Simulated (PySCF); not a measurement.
## A study: H₄Si, SMILES `[SiH4]`

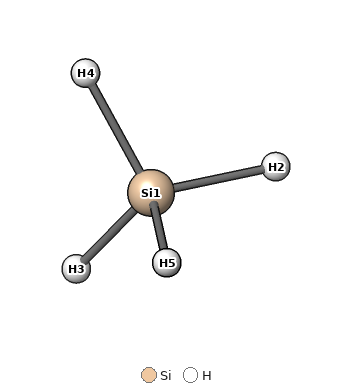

The molecule, with its atoms numbered as below. No frequency check shows the geometry to be a minimum.

Geometry (Å), atoms numbered from 1:

```
Si1      0.0000    0.0000    0.0001
H2      -1.1052    0.4491    0.8429
H3       1.1052   -0.4491    0.8429
H4       0.4492    1.1048   -0.8433
H5      -0.4492   -1.1048   -0.8433
```

Part 1: Bonding charge

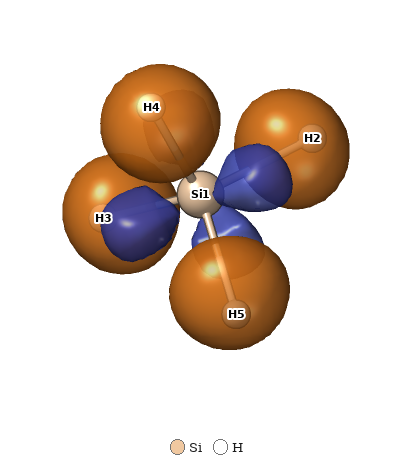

Deformation density (molecule less spherical, spin-averaged free atoms at the same positions), surfaces at ±0.08 e/Å³; orange: gain, blue: loss.

Level of theory: PBE/def2-SVP (PySCF), at a geometry from GFN2-xTB.

Question: Describe the bonding that the map shows.

Answer: Si1–H2, Si1–H3, Si1–H4 and Si1–H5: +0.17 e/Å³ at the bond critical point (bond length 1.46 Å, Mayer order 1.0). In all, 1.0 electrons gather in the regions of gain relative to the promolecule.

Question: Where do the Hirshfeld charges lie?

Answer: The highest Hirshfeld charge is on Si1 (+0.28 e), the lowest on H2, H3, H4 and H5 (−0.07 e).

```
atom  charge (e)
 Si1       +0.28
  H2       −0.07
  H3       −0.07
  H4       −0.07
  H5       −0.07
```

Part 2: Electrostatic potential

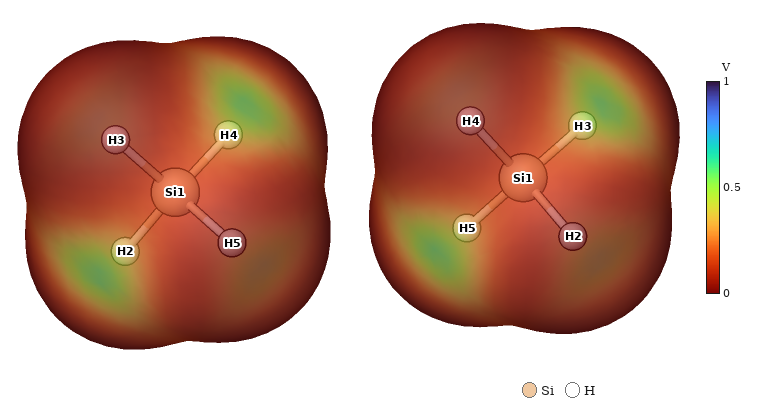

Electrostatic potential on the surface of electron density 0.001 a.u. (back view left, front view right).

Question: Where are the extremes of the potential on the surface?

Answer: Highest: 0.58 V, near H5 (2.09 Å), Si1 (2.12 Å), H2 (2.14 Å) and H3 (2.19 Å), and at like points elsewhere. Further maxima include 0.05 V, 1.4 Å from H2. Lowest: 0.01 V, 1.5 Å from H4, and at like points elsewhere. The surface is sampled at points, so like sites can differ by a few per cent and only the strongest of them is named.

Question: What volume does the surface enclose, and what is the dipole moment?

Answer: About 62 Å³; the dipole moment is 0.0 D.

Part 3: Localised orbitals

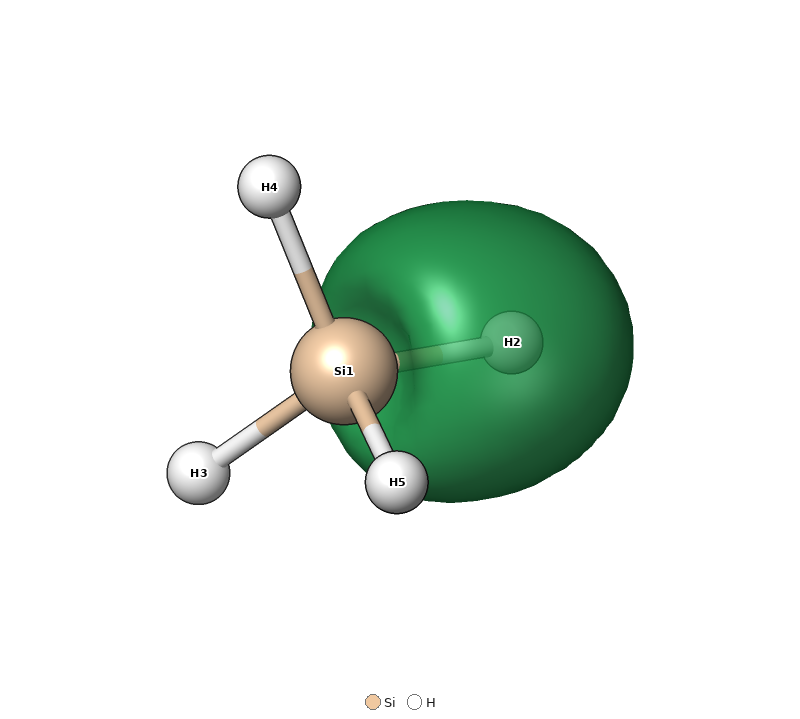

Pipek–Mezey orbitals, occupied; each surface holds about 80 % of the orbital's density. Energies are diagonal elements of the Fock matrix.

PySCF calculation, PBE0/def2-SVP, gas phase; geometry: GFN2-xTB.

Question: What does this orbital represent?

Answer: σ bond H2–Si1 (H2 54 %, Si1 46 %; −11.3 eV).

Question: How do all the valence pairs divide up?

Answer: 4 pairs: 4 σ bonds.

Part 4: Stretching a bond

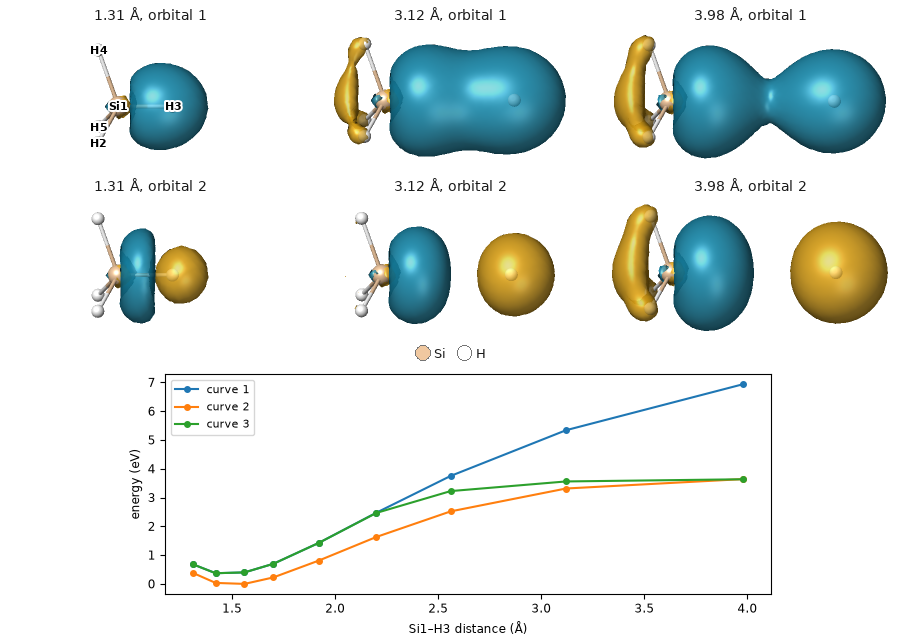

Rigid stretch of the Si1–H3 bond. The two CASSCF(2,2) natural orbitals nearest half filling (orbital 1 the more occupied). Below: energies along the scan, from the lowest point of the three curves.

Computed with PySCF, def2-TZVP basis, geometry: GFN2-xTB.

Question: How do the occupations change along the stretch?

Answer: 1.31 Å: 1.99 and 0.01; 3.12 Å: 1.54 and 0.46; 3.98 Å: 1.20 and 0.80. At the longest distance computed (3.98 Å) they are 1.20 and 0.80, and the effective number of unpaired electrons is 1.8.

Question: Which curve is which method?

Answer: Curve 1 is RHF. Curve 2 is CASSCF(2,2). Curve 3 is UHF. RHF rises too steeply because it keeps both electrons in one orbital and so mixes in ionic fragments.

Question: Where does the UHF solution part from RHF?

Answer: Between 1.92 Å (⟨S²⟩ = 0, the two coincide) and 2.20 Å (⟨S²⟩ = 0.10); at 3.98 Å ⟨S²⟩ is 0.99 and UHF lies 3.3 eV below RHF.

Question: How much energy does the stretch cost?

Answer: By CASSCF, 3.6 eV from the lowest point of the scan (1.56 Å) to 3.98 Å; RHF gives 6.6 eV from its own lowest point. The fragments aren't relaxed and dynamic correlation is missing, so this isn't a bond dissociation energy.

The PySCF runs shown took 3.1 s, 2.4 s and 28 s on 1 thread of Intel(R) Xeon(R) Platinum 8259CL CPU @ 2.50GHz (Skylake/Cascade Lake), on a shared host.
